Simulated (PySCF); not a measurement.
Consider C6H9O2 (SMILES CC/C([O-])=C/C(C)=O) (charge −1).

```xyz
17

C    -2.4627    0.2693    0.4337
C    -1.7226   -0.5356   -0.6300
C    -0.2472   -0.0747   -0.7303
O     0.0531    0.6816   -1.6729
C     0.5752   -0.5670    0.2856
C     1.9436   -0.3103    0.4864
C     2.6375    0.6125   -0.5087
O     2.6046   -0.7938    1.4263
H    -2.4315    1.3293    0.1870
H    -1.9861    0.1325    1.4025
H    -3.5082   -0.0387    0.5114
H    -1.7656   -1.5998   -0.3833
H    -2.1986   -0.3825   -1.6029
H     0.1163   -1.2272    1.0145
H     2.1690    1.5942   -0.4869
H     2.5209    0.2232   -1.5174
H     3.6953    0.6991   -0.2585
```

Geometry: GFN2-xTB.

The calculation used PBE0/pcSseg-1, SCF density, gas phase, non-relativistic in PySCF 2.14.0.

**Predict the electron density and electron localisation function between the atoms.**

C–O (1.25 Å): ρ at the midpoint is about 3 e/Å³; the ELF peaks at about 0.85 between the atoms, as expected for a polar covalent bond.
C–C (1.40 Å): ρ is about 2.1 e/Å³ halfway; the ELF peaks at about 0.95 between the atoms: a covalent bond.
C–H (1.09 Å): ρ is about 1.9 e/Å³ halfway; the ELF climbs to about 1 towards the hydrogen, as it does in any bond to H: a covalent bond by its length.
C–C (1.52 Å): ρ is about 1.7 e/Å³ halfway; the ELF peaks at about 0.95 between the atoms; a shared electron pair.

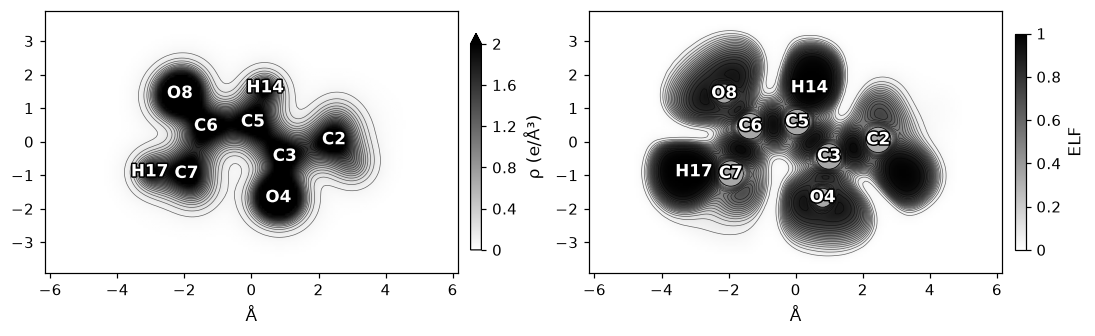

Computed electron density and electron localisation function on the plane of atoms C6, C7 and H17, in this order. Grey discs cover the atomic cores in the ELF map. 
